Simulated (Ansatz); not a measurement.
**SiH₃Br + HF: a complex and its separated parts**

Aim: how far the complex at one end of a reaction step lies below its separated, relaxed parts, level by level.

The runs use Ansatz 0.2.0, Gaussian basis; PBE0-D4/def2-TZVP structures, single points in def2-TZVPP, no counterpoise correction.

Levels: SPW92, PBE-D4, BLYP-D4, r2SCAN-D4, B97M-V, PBE0-D4, B3LYP-D4, r2SCAN0-D4, BHLYP-D4, CAM-B3LYP-D4, wB97X-V, wB97M-V, B2PLYP, PBE-QIDH, RPA on PBE, Hartree-Fock, MP2, CCSD, CCSD(T).

Cores are frozen in the correlated methods. Filled d shells of the heavier atoms are correlated. B3LYP uses VWN-RPA correlation. B2PLYP carries no dispersion term here.

94 further runs of the same task are left out: 94 set aside as unsound or not needed. Runs told in other sessions of the task aren't counted.

### Step 1. Starting geometry

The complex: 7 atoms, charge 0, spin multiplicity 1.

Atoms are counted from 1 here; the program's logs count them from 0.

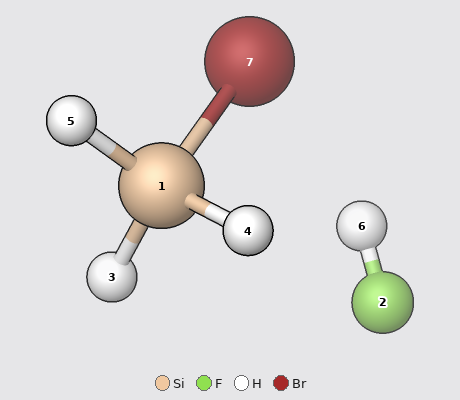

Start geometry, drawn with silicon light orange, fluorine green, hydrogen white, bromine red; atoms are numbered from 1 in the order of the file.

Coordinates:

```mol
BrFH4Si
  3D, bonds by distance, orders not assigned

  7  5  0  0  0  0  0  0  0  0999 V2000
   -0.9843    0.0367   -0.1908 Si  0  0
    2.2367   -0.7798    0.8606 F   0  0
   -0.6424   -1.2742   -0.7803 H   0  0
   -0.9954   -0.0087    1.2858 H   0  0
   -2.2646    0.5509   -0.7245 H   0  0
    2.0482   -0.0189    0.3619 H   0  0
    0.6019    1.4939   -0.8126 Br  0  0
  1  3  8  0
  1  4  8  0
  1  5  8  0
  1  7  8  0
  2  6  8  0
M  END
```

Its parts: SiH₃Br holds atoms 1, 3, 4, 5, 7; HF holds atoms 2, 6. Each part counts its atoms afresh in its own runs.

### Step 2. Relaxing SiH₃Br alone

relax-a/in.yaml reads:

```yaml
crystal:
  periodic: [false, false, false]
  atoms:
    - {symbol: Si, position_ang: [-0.984261, 0.036711, -0.190842]}
    - {symbol: H, position_ang: [-0.642392, -1.274154, -0.780298]}
    - {symbol: H, position_ang: [-0.995399, -0.008689, 1.285778]}
    - {symbol: H, position_ang: [-2.264612, 0.550880, -0.724532]}
    - {symbol: Br, position_ang: [0.601873, 1.493916, -0.812567]}
basis:
  gaussian: {orbitals: def2-TZVP}
hamiltonian: {xc: pbe0, dispersion: d4}
relax: {f_tol: 0.005, max_steps: 200}
```

On the command line:

```
$ ansatz run in.yaml --threads 4 --pin off --events-out ev --progress --plain --max-ram 9574MiB
```

After this run come: Relaxing HF alone; SPW92/def2-TZVPP; PBE-D4/def2-TZVPP; BLYP-D4/def2-TZVPP; r2SCAN-D4/def2-TZVPP; B97M-V/def2-TZVPP; PBE0-D4/def2-TZVPP; B3LYP-D4/def2-TZVPP; r2SCAN0-D4/def2-TZVPP; BHLYP-D4/def2-TZVPP; CAM-B3LYP-D4/def2-TZVPP; wB97X-V/def2-TZVPP; wB97M-V/def2-TZVPP; B2PLYP/def2-TZVPP; PBE-QIDH/def2-TZVPP; RPA on PBE/def2-TZVPP; CCSD(T)/def2-TZVPP; Vibrations of SiH₃Br; Vibrations of HF.

Before running it: what results should come out? Wanted: complex less parts, CCSD(T)/def2-TZVPP; with zero-point energy; largest T1 diagnostic.

The runs gave:

```
                              quantity         value
complex less parts, CCSD(T)/def2-TZVPP  -14.1 kJ/mol
                with zero-point energy   -9.2 kJ/mol
                 largest T1 diagnostic         0.008
```

In words: At CCSD(T) the complex lies 14.1 kJ/mol below its parts. Among the functionals PBE-QIDH lands nearest to CCSD(T) (-0.1 kJ/mol) and SPW92 farthest (-15.3 kJ/mol). Mean unsigned error by rung: LDA 15.3, GGA 5.8, meta-GGA 2.9, hybrid 3.1, range-separated hybrid 3.5, double hybrid 0.2 kJ/mol. The double hybrids carry no dispersion term here, unlike the levels marked D4 or V. PBE-D4 gives a relative energy 6.6 kJ/mol too low, outside chemical accuracy (1 kcal/mol, 4.2 kJ/mol). No counterpoise was applied, and triple zeta lacks some correlation, so the CCSD(T) reference has a basis error of its own, and close matches with it are partly luck.
